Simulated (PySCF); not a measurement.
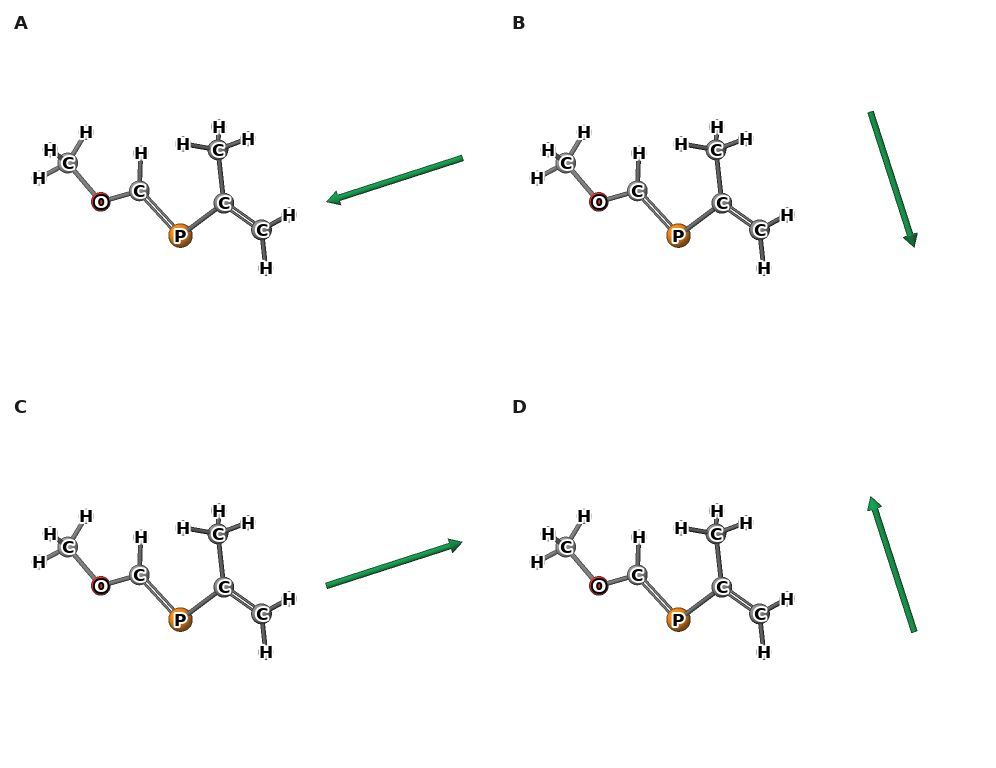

The same molecule four times, each with an arrow. The computed structure is the end point of a GFN2-xTB optimisation. No frequency run is at hand to confirm it as a minimum. Level of theory: CAM-B3LYP/def2-SVPD, gas phase (PySCF 2.14.0).

Which arrow points along the dipole moment, from the negative to the positive end?

Answer. D. The dipole moment is 3.00 D.

The geometry is semi-empirical. Around P such bond lengths and angles can be off by a tenth of an ångström or more and by several degrees, and values that hang on the shape move with them.
